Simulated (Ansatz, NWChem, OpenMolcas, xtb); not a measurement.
# Ligand exchange: C2H3BrF2 + GeHF → C2H3F3 + GeHBr

Species: C2H3BrF2 (2-bromo-1,1-difluoroethane) `FC(F)CBr`, singlet; GeHF `[F][GeH]`, singlet; C2H3F3 (1,1,2-trifluoroethane) `FCC(F)F`, singlet; GeHBr `[GeH][Br]`, singlet. The partners trade Br for F: C–Br and Ge–F bonds give way to C–F and Ge–Br.

Shapes, held fixed at every level: PBE0-D4/def2-TZVP. Flexible molecules stand in one conformer, not always the lowest. Programs: Ansatz 0.2.0, NWChem 7.3.0, OpenMolcas 26.06, xtb 6.7.1. A level may come from different programs for different species; with the same settings they agree closely. Electronic energies: no zero-point or thermal term.

| level | kind | ΔE (kJ/mol) |
| --- | --- | --- |
| GFN1-xTB | semi-empirical | -84.1 |
| HF/STO-3G | Hartree–Fock | -86.1 |
| HF/3-21G | Hartree–Fock | +36.3 |
| HF/def2-SVP | Hartree–Fock | -33.9 |
| B3LYP/6-31G* (spherical functions) | global hybrid | -16.9 |
| PBE0/def2-SVP | global hybrid | -23.4 |

PBE0/def2-SVP gives ΔE = -23.4 kJ/mol; the levels span -86.1 to +36.3. They disagree on the sign: 1 of 6 are positive. GFN1-xTB strays far from the other rows. The median of the levels is -28.7. No measured value is set beside it here. Relativity is left out for Br, Ge. Rows in sets without polarisation functions are far from converged.

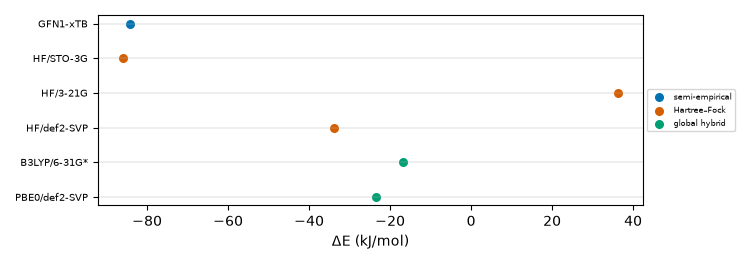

The values of the table, level by level.
